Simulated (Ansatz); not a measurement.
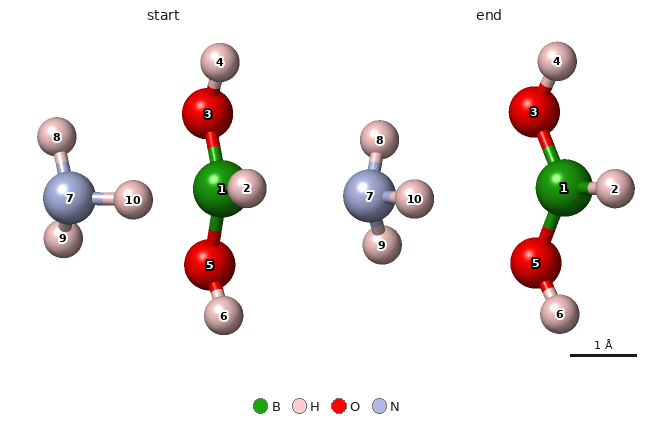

The structure of BNH₆O₂ before (left) and after (right) a relaxation, at one scale.

A ball-and-stick model, seen from a free direction.

The run prepares an end point of a later path (reaction) calculation, from a guessed geometry.

Computed with RHF/def2-SVP in Ansatz 0.2.0. Settings: no spin polarisation; force threshold 0.03 eV/Å; at most 50 steps.

Q: What changed between the two?

A: The energy falls by 0.256 eV in 10 accepted moves (11 points after the start). Largest force component: 1.3 eV/Å at the start, 0.0064 eV/Å at the end. The line search rejected the trial step at point 10 of the run. The forces were under the threshold at step 9, but the run went on from there. H10 moves most after the best rigid fit: 0.85 Å. By element the largest moves are H 0.85 Å, N 0.41 Å, B 0.29 Å, O 0.04 Å. Among the contacts that change: N7–H10 1.025 → 1.005 Å, B1–H2 1.196 → 1.207 Å.

Limits of the set-up: Hartree-Fock leaves out electron correlation.
